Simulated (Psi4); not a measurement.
# SiNH4O− (SMILES N[SiH-]O) at MP2.5/6-311G(d) (ZORA)

Aim: the energy change on altering one bond length of SiNH4O− at MP2.5/6-311G* (ZORA), from 2 runs. 

The results are computed with Psi4 1.11.

3 further runs of the same task are left out: 3 set aside as unsound or not needed.

### 1 Starting point

The species is SiNH4O− (7 atoms), meant as a singlet with charge -1. As SMILES, `N[SiH-]O`. The coordinates come from a GFN2-xTB relaxation. This is one conformer, not always the lowest.

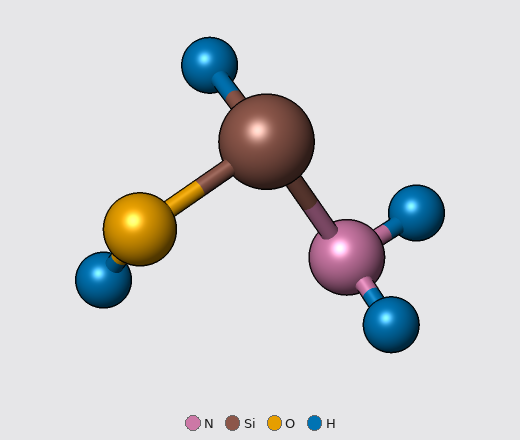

The structure, seen from a chosen angle (nitrogen pink, silicon brown, oxygen amber, hydrogen blue).

### 2 The energy at MP2.5/6-311G(d) (ZORA)

job.py reads:

```python
import psi4

psi4.set_memory('1600 MB')
psi4.set_num_threads(1)
psi4.core.set_output_file('run.log', False)

m = psi4.geometry("""
-1 1
N     -1.77681499     0.15180170    -0.92587131
Si     0.77129172     1.18107883     1.18799523
O      3.26070353    -0.34311757    -0.14150269
H     -1.66573689     1.06918814    -2.61010862
H     -3.47197491     0.64199666    -0.17119029
H      0.01387059    -0.66724340     3.34118697
H      2.86867985    -2.03372326    -0.68050927
units bohr
no_reorient
no_com
""")

psi4.set_options({
    'reference': 'rhf',
    'scf_type': 'pk',
    'freeze_core': True,
    'mp_type': 'conv',
    'relativistic': 'zora',
})

E = psi4.energy("mp2.5/6-311G*", molecule=m)
print(f'total energy {E:.8f} hartree = {E * 27.211386:.5f} eV')
```

Started as:

```
$ python job.py
```

run.log:

```text
[...]
  Running in c1 symmetry.
[...]
  Nuclear repulsion =  108.376372024608187
[...]
  Multiplicity = 1
[...]
  Nalpha       = 17
  Nbeta        = 17
[...]
    Number of basis functions: 74
[...]
   @RHF iter   1:  -421.44240537760771   -8.18695e-01   9.29969e-03 DIIS/ADIIS
[...]
   @RHF iter  12:  -421.65640115449560   -8.46967e-12   6.00644e-09 DIIS
[...]
    Orbital Energies [Eh]
    ---------------------
    Doubly Occupied:
       1A    -68.861606     2A    -20.350212     3A    -15.332558
       4A     -5.907630     5A     -3.985821     6A     -3.984980
       7A     -3.983810     8A     -1.108679     9A     -0.914032
      10A     -0.495502    11A     -0.434473    12A     -0.414890
      13A     -0.316217    14A     -0.295417    15A     -0.243420
      16A     -0.219110    17A     -0.039827
[...]
  @RHF Final Energy:  -421.65640115449560
   => Energetics <=
    Nuclear Repulsion Energy =            108.3763720246081874
    One-Electron Energy =                -806.2891762783858667
    Two-Electron Energy =                 276.2564030992821245
    Total Energy =                       -421.6564011544955974
[...]
 Multipole Moments:
 ------------------------------------------------------------------------------------
     Multipole            Electronic (a.u.)      Nuclear  (a.u.)        Total (a.u.)
 ------------------------------------------------------------------------------------
 L = 1.  Multiply by 2.5417464519 to convert [e a0] to [Debye]
 Dipole X            :        -23.4552166           22.1908460           -1.2643706
 Dipole Y            :        -14.9794527           13.8629931           -1.1164596
 Dipole Z            :        -10.1919426            8.8981913           -1.2937513
 Magnitude           :                                                    2.1257722
[...]
	SCS-MP2 Total Energy (a.u.)        :  -422.11149284142886
	SOS-MP2 Total Energy (a.u.)        :  -422.10827617867221
	SCSN-MP2 Total Energy (a.u.)       :  -421.85691591290083
[...]
	SOS-PI-MP2 Total Energy (a.u.)     :  -422.14303579591655
[...]
	MP2 Total Energy (a.u.)            :  -422.11792616694208
[...]
```

The script printed:

```text
total energy -422.12609414 hartree = -11486.63609 eV
```

Run time: 14 s. Hardware: 1 thread of Intel Xeon Platinum 8488C (Sapphire Rapids), shared host; peak memory 0.5 GiB.

### 3 The distorted shape at the same level

input.json reads:

```json
{
  "schema_name": "qcschema_input",
  "schema_version": 1,
  "molecule": {
    "schema_name": "qcschema_molecule",
    "schema_version": 2,
    "symbols": ["N", "Si", "O", "H", "H", "H", "H"],
    "geometry": [-2.77264774, 0.76152183, -0.39403624, -0.22454104, 1.79079896, 1.7198303, 3.26070353, -0.34311757, -0.14150269, -2.66156964, 1.67890828, -2.07827355, -4.46780767, 1.25171679, 0.36064478, -0.98196217, -0.05752326, 3.87302204, 2.86867985, -2.03372326, -0.68050927],
    "molecular_charge": -1,
    "molecular_multiplicity": 1,
    "fix_com": true,
    "fix_orientation": true
  },
  "driver": "energy",
  "model": {
    "method": "mp2.5",
    "basis": "6-311G*"
  },
  "keywords": {
    "reference": "rhf",
    "scf_type": "pk",
    "freeze_core": true,
    "mp_type": "conv",
    "relativistic": "zora"
  }
}
```

Started as:

```
$ psi4 --qcschema input.json -n 1 --memory 1600MB
```

stdout:

```text
[...]
  Running in c1 symmetry.
[...]
  Nuclear repulsion =   94.875939453410055
[...]
  Multiplicity = 1
[...]
  Nalpha       = 17
  Nbeta        = 17
[...]
    Number of basis functions: 74
[...]
   @RHF iter   1:  -421.34944564339179   -1.21111e+00   1.00630e-02 DIIS/ADIIS
[...]
   @RHF iter  13:  -421.59450539328481   -4.14957e-12   4.00836e-09 DIIS
[...]
    Orbital Energies [Eh]
    ---------------------
    Doubly Occupied:
       1A    -68.915478     2A    -20.279526     3A    -15.362292
       4A     -5.958253     5A     -4.034285     6A     -4.033952
       7A     -4.032873     8A     -0.986373     9A     -0.941536
      10A     -0.467495    11A     -0.451725    12A     -0.336643
      13A     -0.292381    14A     -0.257970    15A     -0.196682
      16A     -0.190264    17A     -0.087225
[...]
  @RHF Final Energy:  -421.59450539328481
   => Energetics <=
    Nuclear Repulsion Energy =             94.8759394534100551
    One-Electron Energy =                -779.2909824965294092
    Two-Electron Energy =                 262.8205376498345345
    Total Energy =                       -421.5945053932848055
[...]
 Multipole Moments:
 ------------------------------------------------------------------------------------
     Multipole            Electronic (a.u.)      Nuclear  (a.u.)        Total (a.u.)
 ------------------------------------------------------------------------------------
 L = 1.  Multiply by 2.5417464519 to convert [e a0] to [Debye]
 Dipole X            :         -0.0305377           -1.7091401           -1.7396779
 Dipole Y            :        -29.2223664           28.4962762           -0.7260901
 Dipole Z            :        -22.6756772           21.6622330           -1.0134442
 Magnitude           :                                                    2.1402699
[...]
	SCS-MP2 Total Energy (a.u.)        :  -422.05711310924386
	SOS-MP2 Total Energy (a.u.)        :  -422.05462100467162
	SCSN-MP2 Total Energy (a.u.)       :  -421.79454143066647
[...]
	SOS-PI-MP2 Total Energy (a.u.)     :  -422.09001451323985
[...]
	MP2 Total Energy (a.u.)            :  -422.06209731838840
[...]
```

The result, in JSON:

```text
{
 "driver": "energy",
 "model": {
  "method": "mp2.5",
  "basis": "6-311G*"
 },
 "success": true,
 "return_result": -422.0687670873294,
 "properties": {
  "calcinfo_nbasis": 74,
  "calcinfo_nmo": 74,
  "calcinfo_nalpha": 17,
  "calcinfo_nbeta": 17,
  "calcinfo_natom": 7,
  "nuclear_repulsion_energy": 94.87593945341006,
  "return_energy": -422.0687670873294,
  "scf_one_electron_energy": -779.2909824965294,
  "scf_two_electron_energy": 262.82053764983453,
  "scf_dipole_moment": [-1.739677861721955, -0.7260901482256195, -1.0134441761544224],
  "scf_total_energy": -421.5945053932848,
  "scf_iterations": 13,
  "mp2_same_spin_correlation_energy": -0.11365683942140238,
  "mp2_opposite_spin_correlation_energy": -0.35393508568216414,
  "mp2_singles_energy": 0.0,
  "mp2_doubles_energy": -0.4675919251035665,
  "mp2_correlation_energy": -0.4675919251035907,
  "mp2_total_energy": -422.0620973183884
 }
}
```

Wall time 13 s (1 thread of Intel Xeon Platinum 8488C (Sapphire Rapids), shared host); peak memory 0.5 GiB.

### 4 Outcome

At MP2.5/6-311G* (ZORA), 7 core orbitals frozen:

```
                                                              quantity          value
                                             first shape: total energy  -422.12609 Eh
                      first shape: HOMO energy (Hartree–Fock orbitals)       -1.08 eV
                      first shape: LUMO energy (Hartree–Fock orbitals)        8.63 eV
    first shape: HOMO–LUMO gap (to an unbound level, set by the basis)        9.72 eV
              first shape: correlation energy (7 core orbitals frozen)     -469.7 mEh
                                         distorted shape: total energy  -422.06877 Eh
                  distorted shape: HOMO energy (Hartree–Fock orbitals)       -2.37 eV
                  distorted shape: LUMO energy (Hartree–Fock orbitals)        7.84 eV
distorted shape: HOMO–LUMO gap (to an unbound level, set by the basis)       10.22 eV
          distorted shape: correlation energy (7 core orbitals frozen)     -474.3 mEh
    energy change with the Si2–O3 bond stretched from 1.697 to 2.376 Å       1.560 eV
```

**Reading.** With the Si2–O3 bond stretched from 1.697 to 2.376 Å the energy rises by 1.56 eV (36 kcal/mol). The first shape isn't relaxed at this level, so the change isn't measured from a minimum.
